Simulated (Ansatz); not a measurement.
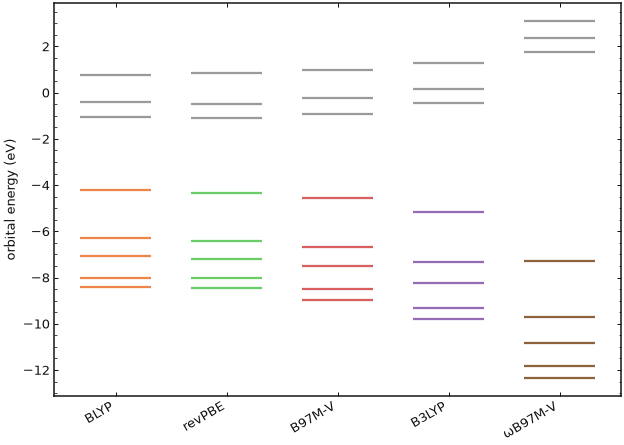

Frontier orbital energies (alpha spin) of C₇H₇, SMILES [CH2]c1ccccc1, doublet at one geometry, def2-TZVPP, the Ansatz code, at a PBE0-D4/def2-TZVP geometry (a minimum by its frequencies). Empty levels are grey, levels within 0.1 eV stand side by side; all columns show the same few orbitals around the gap. HOMO and LUMO mean the alpha set's.

**Compare the HOMO-LUMO separations.**

The separation grows from 3.15 eV (BLYP) to 9.07 eV (ωB97M-V).

```
  level  HOMO (eV)  LUMO (eV)  separation (eV)
   BLYP      −4.20      −1.05             3.15
 revPBE      −4.36      −1.11             3.25
 B97M-V      −4.57      −0.93             3.64
  B3LYP      −5.18      −0.46             4.72
ωB97M-V      −7.30       1.77             9.07
```

Caveats, for all or some of the runs: empty levels above zero depend strongly on the basis.
